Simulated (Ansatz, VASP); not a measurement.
## GaCo in two plane-wave programs

One calculation is typed for both programs; each brings its own data sets and cutoff. How far apart do they land?

Calculated with Ansatz 0.2.0; plane waves, with VASP 6.6.1 beside it; relaxation of cell and atoms at PBEsol.

**1. The structure**

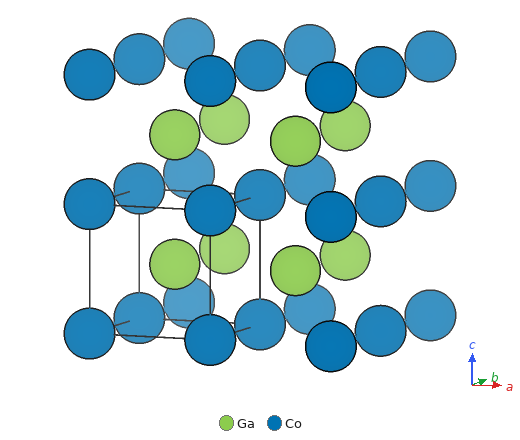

The starting structure, seen slightly off an axis (gallium green, cobalt blue). 2×2×2 cells are drawn. Some periodic images of atoms are drawn too.

**2. Ansatz: relaxation of cell and atoms, PBEsol**

Ansatz runs on its default PAW (the set named soft_2) files.

The relaxed volume is the usual yardstick between codes: its relative difference is about their pressure difference at one cell divided by the bulk modulus.

Contents of input.yaml:

```yaml
crystal:
  lattice:
    - [2.8407927463, 0.0, 0.0]
    - [0.0, 2.8407927463, 0.0]
    - [0.0, 0.0, 2.8407927463]
  atoms:
    - { symbol: Ga, position: [0.5, 0.5, 0.5] }
    - { symbol: Co, position: [0.0, 0.0, 0.0], spin: 2.0 }
hamiltonian:
  xc: pbesol
  pseudopotentials: { kind: paw }
magnetization:
  spin_polarized: true
kpoints:
  mp_grid: { grid: [16, 16, 16] }
scf:
  occupations: { method: gaussian, width: 0.05 }
relax:
  f_tol: 0.01
  max_steps: 60
  cell: { stress_tol: 0.05 }
output:
  forces: true
  stress: true
```

The run is started by

```sh
ansatz run input.yaml --threads 4 --pin off --max-ram 9216MiB --backend cpu --events-out ev --progress --plain --runs-dir out
```

Numbers of over 12 decimals in the logs are rounded to 6 here.

The log of the run:

```text
Engine: ansatz 0.2.0, aarch64-unknown-linux-gnu
Pseudopotentials: kind: paw
Pseudopotential: Ga, paw, valence charge 13, recommended cutoff 420 eV (normal), Ga.paw.azcp
Pseudopotential: Co, paw, valence charge 17, recommended cutoff 420 eV (normal), Co.paw.azcp
Functional definition: PBEsol
  exchange = pbesol_x
  correlation = pbesol_c
Crystal: 2 atoms, lattice volume = 22.925 Å³
Basis set: ecut = 420 eV, 461 PW (Γ), exchange–correlation on 40×40×40 points (8 copies of the dense FFT grid, shifted against one another)
Bands: 20, of which v1, the nominal top of the filled ones, is band 15 counted from 1 (14 counted from 0)
Symmetry: 48 space group operations
Space group: Pm-3m (ITA 221), of the structure as read, at distance tolerance 2.8e-5 Å
Magnetic group: BNS 221.92 (UNI 1594), of the structure as read, at distance tolerance 2.8e-5 Å
k-points: 165 of 4096
Non-local potential: Ga, projectors of the file, l = 0: 2, l = 1: 2, l = 2: 3, l = 3: 1
Non-local potential: Co, projectors of the file, l = 0: 3, l = 1: 2, l = 2: 3, l = 3: 1
PAW form: soft (Blöchl's): semilocal exchange-correlation on the pseudo side does not see the compensation charge
PAW frozen core: Ga, regenerated for the run's functional, and the local potential with it (the file was generated under x = pbe(κ = 0.804, μ = 0.219515), c = pbe(β = 0.066725))
PAW frozen core: Co, regenerated for the run's functional, and the local potential with it (the file was generated under x = pbe(κ = 0.804, μ = 0.219515), c = pbe(β = 0.066725))
PAW one-centre angular grid: Ga, 590 points (default); XC on 64 Gauss nodes
PAW one-centre angular grid: Co, 590 points (default); XC on 64 Gauss nodes
Initial density: superposition of atomic densities (chi_scale 0.1, normalization cell)
Starting moments: Σ|m| = 2 μB on 1 of 2 sites
Initial wavefunctions: pseudopotential atomic-orbital guess
Functional: x = pbesol(κ = 0.804, μ = 0.123457), c = pbesol(β = 0.046)
iter 1 solved again at ethr=2.85e-3 eV; its pass at ethr=3.10e-3 eV (dr2=8.54e-1 eV) is discarded
SCF iter   1: F=—  HF=-8835.152246 eV  |F-HF|=—  |Δ(HF+E_count)|=         —  Δρ=5.97e-2 (↑5.97e-2 ↓2.96e-2)  dr2=8.54e-1  dr2_m=1.48e-1  M=1.402 μB ∫|m|=1.679 μB  β_m=0.30  ethr=2.85e-3  ⟨swp⟩=1.0  Hψ=36900  notcnv=0
Mixer restart at iter 1: flushing history
preconditioner: auto → none  [metal: Δε(μ)=0.003 eV  Ē_g=14.515 eV  σ=0.050 eV  W_gap=0.03  n_scr=6 (ndim 8)  ℏωp=36.4 eV  f_vac=0.000  D(μ)=2.21/eV (n_scr^D=26)  sad-step TF]
SCF iter   2: F=—  HF=-8835.128645 eV  |F-HF|=—  |Δ(HF+E_count)|=   2.36e-2  Δρ=3.69e-2 (↑2.86e-2 ↓3.69e-2)  dr2=2.90e-1  dr2_m=1.70e-1  M=1.293 μB ∫|m|=1.567 μB  β_m=0.40  ethr=2.85e-3  ⟨swp⟩=2.9  Hψ=11053  notcnv=0
SCF iter   3: F=—  HF=-8836.313858 eV  |F-HF|=—  |Δ(HF+E_count)|=         —  Δρ=1.83e-1 (↑1.83e-1 ↓1.26e-1)  dr2=5.32e-1  dr2_m=4.94e0  M=0.131 μB ∫|m|=0.237 μB  β_m=1.00  ethr=9.65e-4  ⟨swp⟩=2.6  Hψ=12218  notcnv=0  defer=167
Mixer restart at iter 3: flushing history
SCF iter   4: F=—  HF=-8838.542085 eV  |F-HF|=—  |Δ(HF+E_count)|=    2.23e0  Δρ=1.70e-1 (↑1.67e-1 ↓1.70e-1)  dr2=1.71e1  dr2_m=8.71e-4  M=0.163 μB ∫|m|=0.208 μB  β_m=0.40  ethr=1.67e-4  ⟨swp⟩=4.4  Hψ=18683  notcnv=0  defer=204
SCF iter   5: F=—  HF=-8840.125548 eV  |F-HF|=—  |Δ(HF+E_count)|=    1.58e0  Δρ=1.85e-1 (↑1.85e-1 ↓1.61e-1)  dr2=1.68e1  dr2_m=3.27e-2  M=0.065 μB ∫|m|=0.113 μB  β_m=0.30  ethr=1.67e-4  ⟨swp⟩=4.1  Hψ=23357  notcnv=0  defer=277
SCF iter   6: F=—  HF=-8836.804247 eV  |F-HF|=—  |Δ(HF+E_count)|=    3.32e0  Δρ=1.21e-2 (↑7.33e-3 ↓1.21e-2)  dr2=2.55e-2  dr2_m=1.53e-2  M=0.086 μB ∫|m|=0.126 μB  β_m=0.65  ethr=1.67e-4  ⟨swp⟩=4.2  Hψ=20776  notcnv=0  defer=246
SCF iter   7: F=—  HF=-8836.848835 eV  |F-HF|=—  |Δ(HF+E_count)|=   4.46e-2  Δρ=1.46e-2 (↑5.58e-3 ↓1.46e-2)  dr2=6.42e-2  dr2_m=4.37e-3  M=0.071 μB ∫|m|=0.096 μB  β_m=0.79  ethr=8.51e-5  ⟨swp⟩=2.3  Hψ=14451  notcnv=0  defer=241
SCF iter   8: F=—  HF=-8836.858914 eV  |F-HF|=—  |Δ(HF+E_count)|=   1.01e-2  Δρ=4.69e-3 (↑4.69e-3 ↓1.84e-3)  dr2=1.05e-3  dr2_m=2.17e-3  M=0.041 μB ∫|m|=0.055 μB  β_m=0.90  ethr=8.51e-5  ⟨swp⟩=2.3  Hψ=12613  notcnv=0  defer=239
SCF iter   9: F=—  HF=-8836.858810 eV  |F-HF|=—  |Δ(HF+E_count)|=   1.04e-4  Δρ=3.13e-3 (↑3.13e-3 ↓2.48e-3)  dr2=5.66e-3  dr2_m=2.87e-5  M=0.009 μB ∫|m|=0.010 μB  β_m=0.90  ethr=3.49e-6  ⟨swp⟩=2.0  Hψ=12997  notcnv=0  defer=240
SCF iter  10: F=—  HF=-8836.858524 eV  |F-HF|=—  |Δ(HF+E_count)|=   2.86e-4  Δρ=1.78e-3 (↑1.78e-3 ↓1.73e-3)  dr2=1.85e-3  dr2_m=6.89e-7  M=0.002 μB ∫|m|=0.003 μB  β_m=0.73  ethr=3.49e-6  ⟨swp⟩=2.0  Hψ=11625  notcnv=0  defer=238
SCF iter  11: F=—  HF=-8836.858512 eV  |F-HF|=—  |Δ(HF+E_count)|=   1.19e-5  Δρ=2.64e-4 (↑2.64e-4 ↓1.15e-4)  dr2=2.39e-5  dr2_m=1.42e-6  M=0.002 μB ∫|m|=0.002 μB  β_m=0.87  ethr=3.49e-6  ⟨swp⟩=2.0  Hψ=10250  notcnv=0  defer=238
SCF iter  12: F=—  HF=-8836.858560 eV  |F-HF|=—  |Δ(HF+E_count)|=   4.83e-5  Δρ=1.29e-4 (↑1.29e-4 ↓8.51e-5)  dr2=8.22e-6  dr2_m=1.11e-7  M=0.000 μB ∫|m|=0.001 μB  β_m=0.93  ethr=7.95e-8  ⟨swp⟩=2.0  Hψ=11608  notcnv=0  defer=238
SCF iter  13: F=—  HF=-8836.858562 eV  |F-HF|=—  |Δ(HF+E_count)|=   1.34e-6  Δρ=4.03e-5 (↑3.65e-5 ↓4.03e-5)  dr2=1.08e-6  dr2_m=1.11e-9  M=-0.000 μB ∫|m|=0.000 μB  β_m=0.89  ethr=2.74e-8  ⟨swp⟩=2.0  Hψ=8426  notcnv=0  defer=238
SCF iter  14: F=—  HF=-8836.858562 eV  |F-HF|=—  |Δ(HF+E_count)|=   1.16e-7  Δρ=6.19e-6 (↑4.42e-6 ↓6.19e-6)  dr2=1.94e-8  dr2_m=1.77e-10  M=0.000 μB ∫|m|=0.000 μB  β_m=0.94  ethr=3.61e-9  ⟨swp⟩=2.0  Hψ=7817  notcnv=0  defer=238
SCF iter  15: F=-8836.858562 eV  HF=-8836.858562 eV  |F-HF|=3.00e-9  |Δ(HF+E_count)|=   5.44e-9  Δρ=2.29e-6 (↑2.10e-6 ↓2.29e-6)  dr2=3.43e-9  dr2_m=2.19e-12  M=0.000 μB ∫|m|=0.000 μB  ethr=6.48e-11  ⟨swp⟩=2.4  Hψ=19378  notcnv=0
WARN: the starting moments were not kept: the SCF closed with an absolute magnetisation of 3.2e-6 μB, where they sum to 2 μB in size (1 site). That is at most 0.1 of that sum. Measured as dr2_m measures the in/out step, that magnetisation stands 2.2e-11 eV from none, at or under the dr2_threshold of 1.0e-7 eV: it is no larger than a step whose dr2_m would equal this threshold. The system may hold no moment; this SCF  [...]
SCF 1 converged in 15 iterations: F = -8836.858562 eV  dr2 = 3.43e-9
  greatest PAW one-centre occupation: 1.001 electrons in one spin orbital (limit 2), on the Co atom at site 1 (counted from 0), in its partial waves of l = 1
relax step   1: F+E_penalty+E_count = -8836.85856186 eV  Δ(F+E_penalty+E_count) = +0.000e0 eV  max|allowed force component| = 1.509e-28 eV/Å  Δτ_max = 0.0000 Å  P = -0.235 GPa  Ω = 22.925 Å³  (15 SCF iters, dr2 threshold 1.00e-7 eV, accepted)
[...]
relax step   2: F+E_penalty+E_count = -8836.85859180 eV  Δ(F+E_penalty+E_count) = -2.995e-5 eV  max|allowed force component| = 1.578e-29 eV/Å  Δτ_max = 0.0000 Å  P = -0.089 GPa  Ω = 22.909 Å³  energy of the carried Pulay correction = +1.299e-5 eV  (9 SCF iters, dr2 threshold 1.39e-7 eV, accepted)
[...]
relax step   3: F+E_penalty+E_count = -8836.85860256 eV  Δ(F+E_penalty+E_count) = -1.076e-5 eV  max|allowed force component| = 1.643e-30 eV/Å  Δτ_max = 0.0000 Å  P = +0.001 GPa  Ω = 22.898 Å³  energy of the carried Pulay correction = +2.094e-5 eV  (10 SCF iters, dr2 threshold 2.00e-8 eV, accepted)
[...]
relax step   4: F+E_penalty+E_count = -8836.85858504 eV  Δ(F+E_penalty+E_count) = +1.753e-5 eV  max|allowed force component| = 1.643e-30 eV/Å  Δτ_max = 0.0000 Å  P = +0.000 GPa  Ω = 22.898 Å³  stress off target by 4.28e-4 GPa  SCF on the basis re-selected at this cell (its energy is not comparable with the rows above)  (7 SCF iters)
basis re-selected at this cell: Δ(F+E_penalty+E_count) = +1.753e-5 eV, ΔP = -0.001 GPa vs the last step (what re-selecting the basis moved, of the pressure what is left beyond the Pulay correction that the steps carried, after the strain that the cell walked since its last selection, with what the two solves' SCF thresholds leave and, on support functions, any second-order correction that the steps lacked; it is no m [...]
SCF converged after 7 iterations
Magnetization: 0.0000 μB (15.0000 up, 15.0000 down)
Absolute magnetization: 0.0000 μB (∫|ρ↑−ρ↓|, with the PAW one-centre terms)
Spin contamination: 0.0000 ħ² per cell (⟨S²⟩ above its minimum at these occupations)
Per-site moments (μB) at R_I (Å): [(-7.943648113161233e-9, 1.014433), (2.0704531789724035e-7, 1.014433)]
Free energy (F): -8836.858585 eV
Harris-Foulkes:  -8836.858585 eV  (|F-HF|=7.28e-12)
Internal energy: -8836.856977 eV  (E = F + TS)
E sigma→0 (E₀):  -8836.857781 eV
Entropy (-TS):   -0.001608 eV (-0.804 meV/atom)
Fermi energy:    17.602586 eV
--- Per-component energies (eV) ---
  E_band       = -196.979732
  E_kinetic    = 575.510297
  E_local      = -4396.836852  (includes V_loc(G=0)·N_el)
  E_nonlocal   = 887.259696
  E_hartree    = 1954.048454
  E_xc         = -228.144201
  E_vxc        = -265.177379  (∫ρ·V_xc dr)
  E_paw        = -3436.288987  (= ΣΔE_a)
  E_vpaw       = -905.832484  (= ΣTr[D̂ρ^β])
  E_aug_tail   = -0.000113  (compensation charges beyond the density's cutoff)
  E_ewald      = -4193.456668
  E_core_change = 1.051397  (= ΣΔE_core)
  E_smearing   = -0.001608  (= −TS)
  E_closure    = 0.000000  (closes the sum)
  Σ components = -8836.858585   (vs F -8836.858585, Δ=0.00e0)
--- Forces (eV/Å), atoms counted from 1 ---
  atom   1  Ga     0.00000000     0.00000000    -0.00000000
  atom   2  Co     0.00000000    -0.00000000     0.00000000
  max |Σ_I F_I| component: 3.02e-30 eV/Å
--- Stress (GPa, compression-positive) ---
        0.000428      -0.000000       0.000000
       -0.000000       0.000428       0.000000
        0.000000       0.000000       0.000428
  P = ⅓ Tr σ = 0.0004 GPa (0.004 kbar)
--- Relaxed structure (3 steps of the walk, 3 accepted, 1 SCFs on fresh bases) ---
  F+E_penalty+E_count = -8836.85858504 eV   max|allowed force component| = 1.643e-30 eV/Å   (the final SCF, on the basis selected at the relaxed cell)
  cell:  # Å, volume = 22.8985 Å³
    - [2.839676, 0, 0.0]
    - [0, 2.839676, 0]
    - [0.0, 0, 2.839676]
  atoms:
    - { symbol: Ga, position: [0.5, 0.5, 0.5] }
    - { symbol: Co, position: [0, 0, 0] }
```

Elapsed: 14 s, on 4 threads of Arm Neoverse V1, shared host; peak memory 0.45 GiB.

**3. VASP: relaxation of cell and atoms, PBEsol**

The same cell, functional, mesh and smearing now go to VASP, with its own data sets and cutoff.

Lines of VASP's logs that name or quote its potential files are left out, and so is its time.

Contents of INCAR:

```
SYSTEM = GaCo
PREC = Accurate
ENCUT = 520
EDIFF = 1E-07
NELM = 100
ISMEAR = 0
SIGMA = 0.05
LREAL = .FALSE.
ALGO = Normal
GGA = PS
NBANDS = 20
ISPIN = 2
MAGMOM = 0 2
LASPH = .TRUE.
LMAXMIX = 4
LORBIT = 11
LWAVE = .FALSE.
LCHARG = .FALSE.
KPAR = 4
IBRION = 2
NSW = 50
ISIF = 3
EDIFFG = -0.005
```

Contents of POSCAR:

```
GaCo
1.0
    2.8407927463      0.0000000000      0.0000000000
    0.0000000000      2.8407927463      0.0000000000
    0.0000000000      0.0000000000      2.8407927463
Ga Co
1 1
Direct
    0.5000000000      0.5000000000      0.5000000000
    0.0000000000      0.0000000000      0.0000000000
```

Contents of KPOINTS:

```
Automatic mesh
0
Gamma
16 16 16
0 0 0
```

The projector-augmented-wave data sets are Ga_d and Co (PBE family, release 64).

The run is started by

```sh
mpirun -np 4 vasp_std
```

The log of the run:

```text
[banner, memory and clock lines left out]
running    4 mpi-ranks, on    1 nodes
 distrk:  each k-point on    1 cores,    4 groups
 distr:  one band on    1 cores,    1 groups

 POSCAR found type information on POSCAR GaCo
 POSCAR found :  2 types and       2 ions
|                                                                             |
|               ----> ADVICE to this user running VASP <----                  |
|                                                                             |
|     You enforced a specific xc type in the INCAR file but a different       |
|     [... a line on the potential file left out ...]
|     I HOPE YOU KNOW WHAT YOU ARE DOING!                                     |
|                                                                             |

 LDA part: xc-table for (Slater+PW92), standard interpolation
 POSCAR, INCAR and KPOINTS ok, starting setup
 FFT: planning ... GRIDC
 FFT: planning ... GRID_SOFT
 FFT: planning ... GRID
 WAVECAR not read
 entering main loop
       N       E                     dE             d eps       ncg     rms          rms(c)
DAV:   1     0.108530407263E+03    0.10853E+03   -0.10024E+04 14900   0.198E+03
DAV:   2    -0.465083130381E+01   -0.11318E+03   -0.10746E+03 13424   0.318E+02
DAV:   3    -0.125383934242E+02   -0.78876E+01   -0.77509E+01 14632   0.778E+01
DAV:   4    -0.126689237937E+02   -0.13053E+00   -0.13043E+00 15320   0.993E+00
DAV:   5    -0.126739899307E+02   -0.50661E-02   -0.50657E-02 17400   0.180E+00    0.115E+01
DAV:   6    -0.138218948865E+02   -0.11479E+01   -0.19162E+01 15048   0.516E+01    0.119E+01
DAV:   7    -0.117914235820E+02    0.20305E+01   -0.76351E+00 14948   0.382E+01    0.241E+00
DAV:   8    -0.117788369697E+02    0.12587E-01   -0.17667E-01 17752   0.399E+00    0.978E-01
DAV:   9    -0.117745306249E+02    0.43063E-02   -0.19403E-02 18256   0.121E+00    0.574E-01
DAV:  10    -0.117737476911E+02    0.78293E-03   -0.36024E-03 20332   0.532E-01    0.160E-01
DAV:  11    -0.117738419435E+02   -0.94252E-04   -0.17721E-04 19620   0.133E-01    0.947E-02
DAV:  12    -0.117739138915E+02   -0.71948E-04   -0.17307E-04 19576   0.111E-01    0.520E-02
DAV:  13    -0.117739444971E+02   -0.30606E-04   -0.48551E-05 19948   0.612E-02    0.281E-02
DAV:  14    -0.117739578507E+02   -0.13354E-04   -0.18167E-05 19944   0.359E-02    0.197E-02
DAV:  15    -0.117739701037E+02   -0.12253E-04   -0.59074E-05 16796   0.636E-02    0.646E-03
DAV:  16    -0.117739717430E+02   -0.16394E-05   -0.11876E-05 20636   0.264E-02    0.875E-04
DAV:  17    -0.117739718300E+02   -0.86982E-07   -0.30545E-07 13232   0.366E-03
   1 F= -.11773972E+02 E0= -.11773166E+02  d E =-.117740E+02  mag=     0.0000
 curvature:   0.00 expect dE= 0.000E+00 dE for cont linesearch  0.000E+00
 trial: gam= 0.00000 g(F)=  0.000E+00 g(S)=  0.252E-05 ort = 0.000E+00 (trialstep = 0.100E+01)
 search vector abs. value=  0.252E-05
 reached required accuracy - stopping structural energy minimisation
```

(Part 1 of 2 ends here.)

[Lines on the potential files, build, host, timing and source positions are cut from VASP's logs without a mark.]

[Logs are printed without paths, hosts, clocks, repeated set-up lines and the standing remarks that a program may print on its own settings, such as how far it seeks lower states.]

[Hosts, paths, dates, database ids (printed as entryN), source tags and the programs' standing remarks are cut or masked in the printed files.]
